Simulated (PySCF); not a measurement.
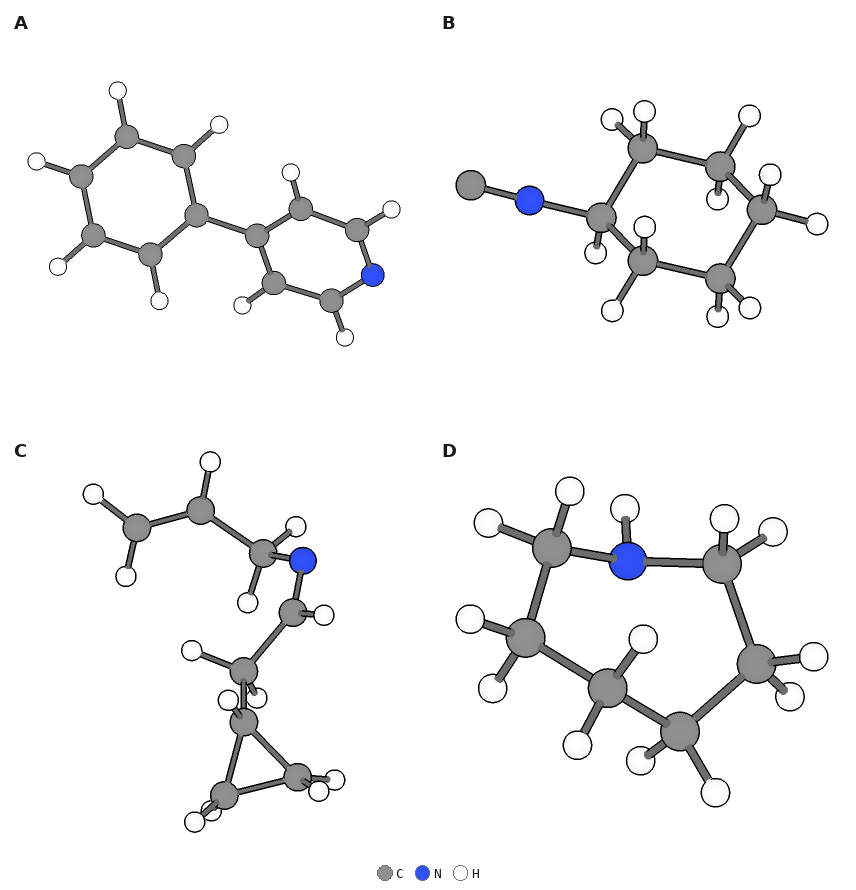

The picture comes from a calculation with PySCF.

```xyz
21
charge 0, multiplicity 1
C     3.2387    0.0180   -0.3516
C     2.5788    1.1068    0.2164
C     1.1948    1.0870    0.3646
C     0.4449   -0.0239   -0.0479
C    -1.0253   -0.0446    0.1076
C    -1.7147   -1.2219    0.4257
C    -3.1009   -1.1860    0.5552
N    -3.8314   -0.0859    0.3933
C    -3.1809    1.0353    0.0931
C    -1.7988    1.1113   -0.0593
C     1.1210   -1.1138   -0.6148
C     2.5044   -1.0919   -0.7672
H     4.3246    0.0344   -0.4703
H     3.1471    1.9771    0.5531
H     0.6882    1.9353    0.8306
H    -1.1746   -2.1557    0.5959
H    -3.6474   -2.1017    0.8101
H    -3.7940    1.9341   -0.0426
H    -1.3315    2.0600   -0.3319
H     0.5512   -1.9780   -0.9642
H     3.0125   -1.9461   -1.2210
```

### Which picture belongs to the input above?

A. The file holds C11H9N, `c1ccc(-c2ccncc2)cc1`.
